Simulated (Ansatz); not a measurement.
**Geometry relaxation, with input and output: CH$_{3}$AlNS (charge +1)**

- system: CH$_{3}$AlNS, charge +1
- method: RKS PBE0-D4/def2-TZVP (Ansatz 0.2.0)

Figures and captions count atoms from 1; the log counts them from 0 in places.

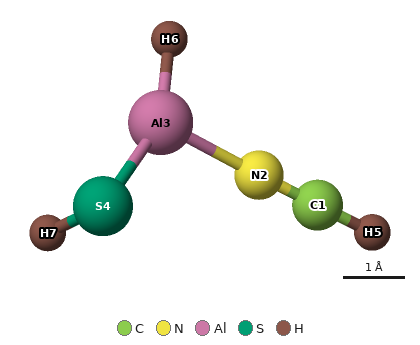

The input geometry (ball-and-stick view, seen at a tilt; atoms are numbered from 1 in the order of the input). Sticks mark near contacts.

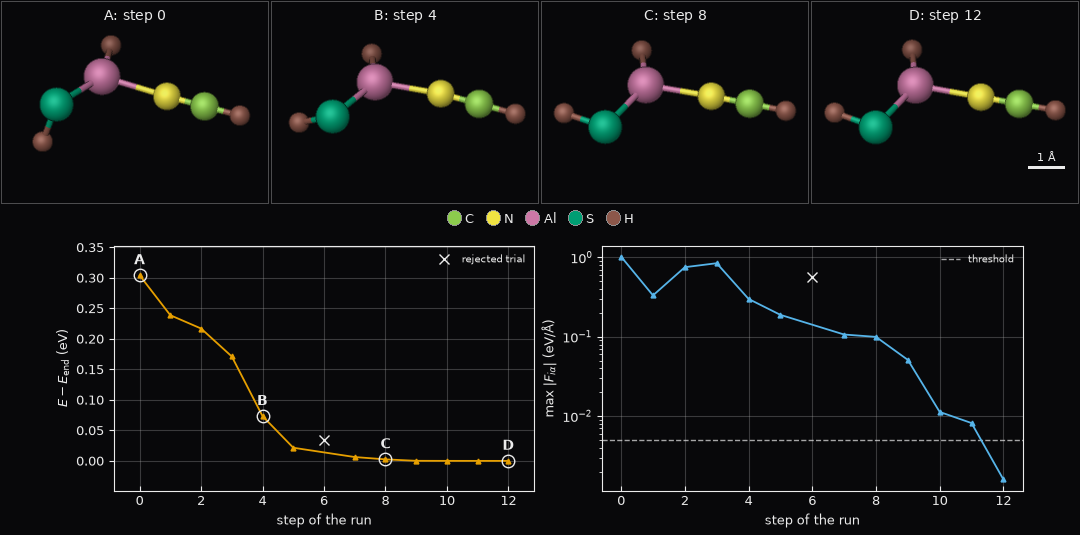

Frames of the relaxation (ball-and-stick view, seen at a tilt) above the curves, on which the letters mark them (the first geometry is step 0 here and step 1 in the log).

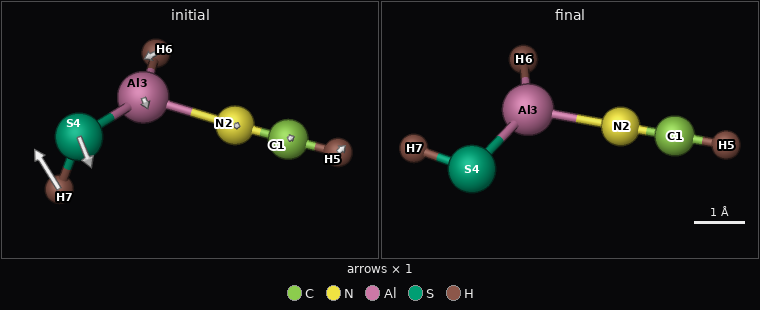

Before (left) and after (right) the relaxation, at one scale (ball-and-stick view, seen at a tilt). The white arrows give the displacements, at true length. Over 12 geometry steps the energy falls by 0.304 eV. The largest force component goes from 1 to 0.0016 eV/Å. The line search rejected the trial step at point 6 (counted from 0) and went back. H7 moves most after the best rigid fit: 0.97 Å. Largest moves by element: H 0.97 Å, S 0.72 Å, Al 0.27 Å, C 0.15 Å, N 0.13 Å. Among the contacts that change: Al3–H6 1.507 → 1.553 Å, N2–Al3 1.977 → 1.951 Å, Al3–S4 2.149 → 2.127 Å, C1–H5 1.067 → 1.078 Å. Among the angles that change: N2–Al3–H6 99.5° → 110.3°, S4–Al3–H6 151.5° → 144.3°, N2–Al3–S4 108.6° → 105.4°. (Atoms are counted from 1 in the order of the input.)

The input that produced these results follows, with the program's output.

Input:
```yaml
crystal:
  periodic: [false, false, false]
  atoms:
    - {symbol: C, position_ang: [-0.624480, -1.959470, -0.414800]}
    - {symbol: N, position_ang: [-0.282300, -0.867700, -0.413440]}
    - {symbol: Al, position_ang: [0.413010, 0.982950, -0.405140]}
    - {symbol: S, position_ang: [1.155580, 1.428370, 1.561870]}
    - {symbol: H, position_ang: [-0.953840, -2.974560, -0.431600]}
    - {symbol: H, position_ang: [0.243460, 1.319280, -1.864280]}
    - {symbol: H, position_ang: [0.048550, 2.071120, 1.967390]}
basis:
  gaussian: {orbitals: def2-TZVP}
total_charge: 1
hamiltonian: {xc: pbe0, dispersion: d4}
relax: {f_tol: 0.005, max_steps: 200}
```

Launched with:
```bash
ansatz run in.yaml --threads 2 --pin off --events-out ev --progress --plain --max-ram 4352MiB
```

Log:
```
Functional definition: PBE0
  name "PBE0"
  cite "Adamo & Barone, J. Chem. Phys. 110, 6158 (1999) doi:10.1063/1.478522"
  cite "Perdew, Burke & Ernzerhof, Phys. Rev. Lett. 77, 3865 (1996) doi:10.1103/PhysRevLett.77.3865"
  parent pbe
  parameter a = 0.25
  parameter kappa = 0.804
  parameter beta = 0.06672455060314922
  exchange = (1 - a)*pbe_x(kappa = kappa, mu = beta*pi^2/3) + a*exact_x
  correlation = pbe_c(beta = beta)
1017 factors; their error is unknown
mean field evaluation 1: about -19984.4139 eV, gradient 6.6e1 eV
mean field evaluation 2: about -19970.7965 eV, gradient 9.9e1 eV
mean field evaluation 4: about -19992.9238 eV, gradient 4.7e0 eV
mean field evaluation 8: about -19993.0141 eV, gradient 2.9e-1 eV
mean field evaluation 16: about -19993.0142 eV, gradient 2.2e-5 eV
mean field -19993.01417964 eV, -734.7297193501 hartree, gradient 2.2e-5 eV, S^2 0.000000; 0 other end points of the search recorded, 0 dependent functions left out
the calculation of the forces begins
reference -19993.01421184 eV, -734.7297205334 hartree; 22, 22 occupied and 132, 132 virtual orbitals, 1017 factors
relax step   1: F+E_penalty+E_count = -19993.11922405 eV  Δ(F+E_penalty+E_count) = +0.000e0 eV  max|allowed force component| = 1.022e0 eV/Å  Δτ_max = 0.0000 Å  (27 SCF iters, accepted)
these checks for a lower state are left out or cut short: starts, cluster_reference, orbital_swaps, neighbouring_geometries, increment
1017 factors; their error is unknown
mean field -19993.08002129 eV, -734.7321389861 hartree, gradient 9.1e-6 eV, S^2 0.000000; 0 other end points of the search recorded, 0 dependent functions left out
[... from here on the field's lines of each further geometry are left out, up to the last ...]
relax step   2: F+E_penalty+E_count = -19993.18470431 eV  Δ(F+E_penalty+E_count) = -6.548e-2 eV  max|allowed force component| = 3.326e-1 eV/Å  Δτ_max = 0.1604 Å  (31 SCF iters, accepted)
relax step   3: F+E_penalty+E_count = -19993.20648567 eV  Δ(F+E_penalty+E_count) = -2.178e-2 eV  max|allowed force component| = 7.543e-1 eV/Å  Δτ_max = 0.1961 Å  (31 SCF iters, accepted)
relax step   4: F+E_penalty+E_count = -19993.25232161 eV  Δ(F+E_penalty+E_count) = -4.584e-2 eV  max|allowed force component| = 8.466e-1 eV/Å  Δτ_max = 0.1946 Å  (30 SCF iters, accepted)
relax step   5: F+E_penalty+E_count = -19993.35011316 eV  Δ(F+E_penalty+E_count) = -9.779e-2 eV  max|allowed force component| = 3.004e-1 eV/Å  Δτ_max = 0.2000 Å  (35 SCF iters, accepted)
relax step   6: F+E_penalty+E_count = -19993.40189402 eV  Δ(F+E_penalty+E_count) = -5.178e-2 eV  max|allowed force component| = 1.892e-1 eV/Å  Δτ_max = 0.2000 Å  (36 SCF iters, accepted)
relax step   7: F+E_penalty+E_count = -19993.38955956 eV  Δ(F+E_penalty+E_count) = +1.233e-2 eV  max|allowed force component| = 5.751e-1 eV/Å  Δτ_max = 0.2000 Å  (34 SCF iters, rejected (line search))
relax step   8: F+E_penalty+E_count = -19993.41715172 eV  Δ(F+E_penalty+E_count) = -1.526e-2 eV  max|allowed force component| = 1.069e-1 eV/Å  Δτ_max = 0.1000 Å  (29 SCF iters, accepted)
relax step   9: F+E_penalty+E_count = -19993.42093829 eV  Δ(F+E_penalty+E_count) = -3.787e-3 eV  max|allowed force component| = 9.983e-2 eV/Å  Δτ_max = 0.1000 Å  (29 SCF iters, accepted)
relax step  10: F+E_penalty+E_count = -19993.42331294 eV  Δ(F+E_penalty+E_count) = -2.375e-3 eV  max|allowed force component| = 5.122e-2 eV/Å  Δτ_max = 0.0306 Å  (31 SCF iters, accepted)
relax step  11: F+E_penalty+E_count = -19993.42340716 eV  Δ(F+E_penalty+E_count) = -9.421e-5 eV  max|allowed force component| = 1.132e-2 eV/Å  Δτ_max = 0.0062 Å  (31 SCF iters, accepted)
relax step  12: F+E_penalty+E_count = -19993.42343367 eV  Δ(F+E_penalty+E_count) = -2.651e-5 eV  max|allowed force component| = 8.191e-3 eV/Å  Δτ_max = 0.0057 Å  (31 SCF iters, accepted)
the calculation of the forces begins
reference -19993.31741677 eV, -734.7408631092 hartree; 22, 22 occupied and 132, 132 virtual orbitals, 1017 factors
relax step  13: F+E_penalty+E_count = -19993.42343625 eV  Δ(F+E_penalty+E_count) = -2.581e-6 eV  max|allowed force component| = 1.595e-3 eV/Å  Δτ_max = 0.0018 Å  (32 SCF iters, accepted)
1017 factors; their error is unknown
mean field -19993.31738489 eV, -734.7408619374 hartree, gradient 2.6e-5 eV, S^2 0.000000; 1 other end points of the search recorded, 0 dependent functions left out
the calculation of the forces begins
reference -19993.31741677 eV, -734.7408631092 hartree; 22, 22 occupied and 132, 132 virtual orbitals, 1017 factors
Total energy: -19993.42346814 eV, -734.7447604249 hartree
Atom 0 at    -0.559302    -2.101441    -0.480875 Å, force     0.000415     0.001595     0.000087 eV/Å
Atom 1 at    -0.290437    -0.997923    -0.397660 Å, force    -0.000295    -0.001098     0.000018 eV/Å
Atom 2 at     0.168528     0.894285    -0.268659 Å, force    -0.000236    -0.000581    -0.000627 eV/Å
Atom 3 at     0.553064     1.244655     1.794149 Å, force    -0.000015    -0.000099     0.000138 eV/Å
Atom 4 at    -0.813840    -3.146381    -0.559283 Å, force     0.000052     0.000113     0.000148 eV/Å
Atom 5 at     0.116536     1.557621    -1.672246 Å, force     0.000056     0.000100     0.000175 eV/Å
Atom 6 at     0.825431     2.549174     1.584573 Å, force     0.000022    -0.000029     0.000060 eV/Å
Dipole moment:    -0.321170    -0.942916    -0.693430 e Å
```

Trajectory as extended XYZ (Å, eV, eV/Å), 13 frames, from step=1 to step=13:
```
7
Properties=species:S:1:pos:R:3:forces:R:3 step=1 energy=-19993.11922
C    -0.6245   -1.9595   -0.4148    0.2665   1.0220  -0.0501
N    -0.2823   -0.8677   -0.4134   -0.1077  -0.6734   0.1289
Al    0.4130    0.9829   -0.4051   -0.0625  -0.4211   0.7821
S     1.1556    1.4284    1.5619    0.1947  -0.0741  -0.0964
H    -0.9538   -2.9746   -0.4316   -0.1159  -0.3923   0.0217
H     0.2435    1.3193   -1.8643   -0.0104   0.4380  -0.7126
H     0.0486    2.0711    1.9674   -0.1647   0.1009  -0.0735
7
Properties=species:S:1:pos:R:3:forces:R:3 step=2 energy=-19993.18470
C    -0.6267   -2.0004   -0.4157   -0.0321   0.0703  -0.0391
N    -0.2858   -0.9141   -0.3871    0.1352   0.0850  -0.0038
Al    0.3962    0.9416   -0.3564    0.0193  -0.1954   0.0594
S     1.1658    1.3875    1.5944   -0.3326   0.1105  -0.0004
H    -0.9579   -3.0229   -0.4572   -0.0200  -0.0905   0.0326
H     0.2379    1.4472   -1.8143   -0.0430   0.0883  -0.0086
H     0.0705    2.1609    1.8363    0.2731  -0.0682  -0.0400
7
Properties=species:S:1:pos:R:3:forces:R:3 step=3 energy=-19993.20649
C    -0.6234   -2.0434   -0.4383   -0.0970  -0.1298  -0.0383
N    -0.2831   -0.9585   -0.3894    0.2241   0.1857  -0.0300
Al    0.3810    0.8984   -0.3254   -0.0732   0.0175  -0.1325
S     1.1184    1.3396    1.6353   -0.7543   0.5363   0.1212
H    -0.9546   -3.0685   -0.4969    0.0104   0.0215   0.0345
H     0.2105    1.5030   -1.7615   -0.0387  -0.0753   0.1922
H     0.1512    2.3292    1.7762    0.7287  -0.5557  -0.1471
7
Properties=species:S:1:pos:R:3:forces:R:3 step=4 energy=-19993.25232
C    -0.6123   -2.0677   -0.4614   -0.0639  -0.0215  -0.0295
N    -0.2792   -0.9808   -0.3938    0.1989   0.0555  -0.0111
Al    0.3457    0.8821   -0.2911   -0.0440  -0.0266  -0.0254
S     1.0355    1.2876    1.6934   -0.8018   0.8413  -0.0333
H    -0.9371   -3.0936   -0.5351    0.0085   0.0136   0.0265
H     0.1771    1.5112   -1.7089   -0.0498  -0.0157   0.1055
H     0.2702    2.4612    1.6968    0.7521  -0.8466  -0.0327
7
Properties=species:S:1:pos:R:3:forces:R:3 step=5 energy=-19993.35011
C    -0.5778   -2.0942   -0.4756    0.0744   0.1943   0.0181
N    -0.1430   -1.0429   -0.3859   -0.0806  -0.1488  -0.1021
Al    0.3306    0.8591   -0.2662   -0.1316  -0.1520  -0.2347
S     0.8704    1.2606    1.7338   -0.1407   0.2837   0.3004
H    -1.0017   -3.0843   -0.5625    0.0733   0.0552   0.0209
H     0.1032    1.5657   -1.6288   -0.0343  -0.0384  -0.0480
H     0.4183    2.5361    1.5852    0.2395  -0.1940   0.0454
7
Properties=species:S:1:pos:R:3:forces:R:3 step=6 energy=-19993.40189
C    -0.5675   -2.1020   -0.4838   -0.0188  -0.0932   0.0080
N    -0.1913   -1.0333   -0.3776    0.0266   0.1892  -0.0640
Al    0.2539    0.8679   -0.2622   -0.0148  -0.0685   0.0565
S     0.7238    1.2449    1.7765   -0.0881   0.1818  -0.0131
H    -0.9295   -3.1116   -0.5833    0.0122  -0.0505   0.0052
H     0.0977    1.5524   -1.6453   -0.0198  -0.0106  -0.0420
H     0.6129    2.5815    1.5757    0.1028  -0.1482   0.0494
7
Properties=species:S:1:pos:R:3:forces:R:3 step=7 energy=-19993.38956 accepted=F
C    -0.5625   -2.1103   -0.5145    0.1221   0.4628  -0.0655
N    -0.2650   -1.0069   -0.5012   -0.1086  -0.5751   0.3917
Al    0.1990    0.8641   -0.2242   -0.0692   0.1719  -0.3055
S     0.5657    1.2826    1.8306    0.0144  -0.0659  -0.0053
H    -0.8449   -3.1516   -0.5280    0.0062   0.0130  -0.0446
H     0.0956    1.5378   -1.6216    0.0581   0.0718   0.0425
H     0.8121    2.5844    1.5588   -0.0229  -0.0785  -0.0131
7
Properties=species:S:1:pos:R:3:forces:R:3 step=8 energy=-19993.41715
C    -0.5639   -2.1021   -0.4858    0.0021  -0.0227   0.0047
N    -0.2332   -1.0169   -0.3881   -0.0048   0.0443  -0.0139
Al    0.2159    0.8795   -0.2608   -0.0190  -0.0293  -0.0330
S     0.6474    1.2446    1.7873   -0.0290   0.1069   0.0277
H    -0.8803   -3.1287   -0.5779    0.0134  -0.0100   0.0028
H     0.1017    1.5425   -1.6604   -0.0047   0.0063  -0.0054
H     0.7123    2.5809    1.5857    0.0419  -0.0955   0.0170
7
Properties=species:S:1:pos:R:3:forces:R:3 step=9 energy=-19993.42094
C    -0.5599   -2.1122   -0.4865    0.0095   0.0126  -0.0061
N    -0.2636   -1.0155   -0.4085   -0.0055   0.0441   0.0392
Al    0.1843    0.8785   -0.2673   -0.0077   0.0998  -0.0427
S     0.5624    1.2590    1.7919    0.0119  -0.0262   0.0424
H    -0.8416   -3.1497   -0.5606   -0.0001  -0.0314  -0.0046
H     0.1067    1.5691   -1.6592    0.0090  -0.0468   0.0157
H     0.8117    2.5708    1.5902   -0.0172  -0.0520  -0.0440
7
Properties=species:S:1:pos:R:3:forces:R:3 step=10 energy=-19993.42331
C    -0.5604   -2.1040   -0.4850   -0.0133  -0.0512   0.0018
N    -0.2874   -1.0023   -0.3943    0.0078   0.0311   0.0058
Al    0.1713    0.8906   -0.2622   -0.0005   0.0044  -0.0066
S     0.5603    1.2528    1.7982   -0.0051  -0.0076  -0.0091
H    -0.8197   -3.1482   -0.5693    0.0093   0.0307   0.0007
H     0.1152    1.5526   -1.6670    0.0002  -0.0040   0.0080
H     0.8206    2.5584    1.5796    0.0014  -0.0033  -0.0006
7
Properties=species:S:1:pos:R:3:forces:R:3 step=11 energy=-19993.42341
C    -0.5599   -2.1028   -0.4829    0.0030   0.0113   0.0029
N    -0.2896   -1.0000   -0.3942   -0.0017  -0.0057  -0.0009
Al    0.1693    0.8925   -0.2648   -0.0008   0.0005  -0.0047
S     0.5557    1.2497    1.7966   -0.0019  -0.0047  -0.0021
H    -0.8160   -3.1470   -0.5664    0.0002  -0.0010   0.0006
H     0.1157    1.5537   -1.6696    0.0003  -0.0014   0.0040
H     0.8246    2.5540    1.5813    0.0008   0.0011   0.0002
7
Properties=species:S:1:pos:R:3:forces:R:3 step=12 energy=-19993.42343
C    -0.5594   -2.1017   -0.4813   -0.0009  -0.0041   0.0000
N    -0.2903   -0.9984   -0.3967    0.0019   0.0082   0.0003
Al    0.1687    0.8939   -0.2679   -0.0002  -0.0022   0.0020
S     0.5536    1.2458    1.7946   -0.0003  -0.0001  -0.0008
H    -0.8143   -3.1464   -0.5610   -0.0004  -0.0023   0.0003
H     0.1163    1.5565   -1.6717    0.0000   0.0013  -0.0019
H     0.8253    2.5503    1.5840    0.0000  -0.0007   0.0001
7
Properties=species:S:1:pos:R:3:forces:R:3 step=13 energy=-19993.42344
C    -0.5593   -2.1014   -0.4809    0.0004   0.0016   0.0001
N    -0.2904   -0.9979   -0.3977   -0.0003  -0.0011   0.0000
Al    0.1685    0.8943   -0.2687   -0.0002  -0.0006  -0.0006
S     0.5531    1.2447    1.7941    0.0000  -0.0001   0.0001
H    -0.8138   -3.1464   -0.5593    0.0001   0.0001   0.0001
H     0.1165    1.5576   -1.6722    0.0001   0.0001   0.0002
H     0.8254    2.5492    1.5846    0.0000   0.0000   0.0001
```

Results in brief:

```tsv
quantity	value
outcome	converged
total energy	−19993.4235 eV
mean-field energy	−19993.3174 eV
dispersion energy	−0.1061 eV
SCF solution under orbital rotations	stable
largest force (length of the vector) at the end	0.002 eV/Å
hardware	2 threads of Arm Neoverse V2, 23 GiB of memory available, shared host
wall time	41 s (CPU time 78 s)
peak memory	0.3 GiB
```
